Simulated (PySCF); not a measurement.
**CH₅GeOP: electronic excitations and core binding energies**

Wanted: the electronic excitations and core binding energies of CH₅GeOP (`O=[CH][GeH2][PH2]`), by calculation.

Programs: PySCF 2.14.0, with density-fitted response routines of our own. Each step states its level of theory. These are calculated values for one molecule in the gas phase, unless marked as measured. Atoms are numbered from 0 throughout.

**1. Starting geometry**

9 atoms, charge 0, multiplicity 1; geometry from: GFN2-xTB.

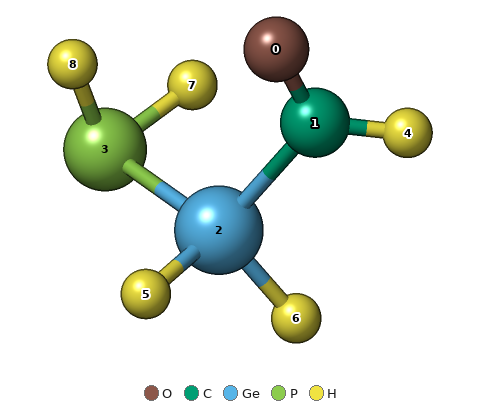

The starting geometry (oxygen brown, carbon teal, germanium blue, phosphorus green, hydrogen yellow), atoms numbered.

**2. TDDFT and polarisability: B3LYP/def2-SVPD**

Job settings and geometry (Å):

```
{"job": {"kind": "uv", "xc": "B3LYP", "basis": "def2-SVPD", "nstates": 8, "ntriplets": 3}, "charge": 0, "multiplicity": 1}
O     -1.969421     1.081213     0.455506
C     -1.453288     0.016957     0.641416
Ge     0.070127    -0.671217    -0.485474
P      1.982676     0.606769    -0.468216
H     -1.789645    -0.631557     1.474259
H     -0.422799    -0.780178    -1.907106
H      0.345329    -2.099282    -0.059226
H      1.996358     0.699216     0.920509
H      1.254225     1.784071    -0.596848
```

Level: TDDFT B3LYP/def2-SVPD, vertical, gas phase, core orbitals frozen in the response.

Started as:

```sh
$ OMP_NUM_THREADS=1 python probes_run.py task.json out
```

One launch serves the whole session: the jobs run in the order shown.

**Question.** This job is followed by: delta-SCF UKS SCAN, pcX-2 on the ionised atom, pcseg-1 elsewhere, spin-free X2C. Predict these results of the whole session: lowest singlet (B3LYP/def2-SVPD); brightest single state of those computed; lowest triplet; surface potential, least and greatest; O1s binding energies, SCAN/pcX-2; P1s binding energies, SCAN/pcX-2; P2p binding energies, SCAN/pcX-2.

As calculated:

| quantity | value |
| --- | --- |
| lowest singlet (B3LYP/def2-SVPD) | 3.19 eV (388 nm), f = 0.006 |
| brightest single state of those computed | state 7, 6.37 eV, f = 0.098 |
| lowest triplet | 2.57 eV |
| surface potential, least and greatest | -1.33 V and 1.43 V |
| O1s binding energies, SCAN/pcX-2 | O0 538.25 eV |
| P1s binding energies, SCAN/pcX-2 | P3 2150.05 eV |
| P2p binding energies, SCAN/pcX-2 | P3 136.84 eV |

The lowest singlet, at 3.19 eV, is HOMO→LUMO 0.94 and is weak; of the 8 states computed, the strongest absorption comes from state 7 at 6.37 eV (the last state computed is bright too, and its partners may lie past the list). The lowest triplet lies 0.62 eV below the lowest singlet (triplets in Tamm-Dancoff, singlets in full TDDFT). By nearest atom (B3LYP/def2-SVPD), the HOMO sits on O0 41 %; P3 14 % and the LUMO on C1 39 %; O0 27 %.
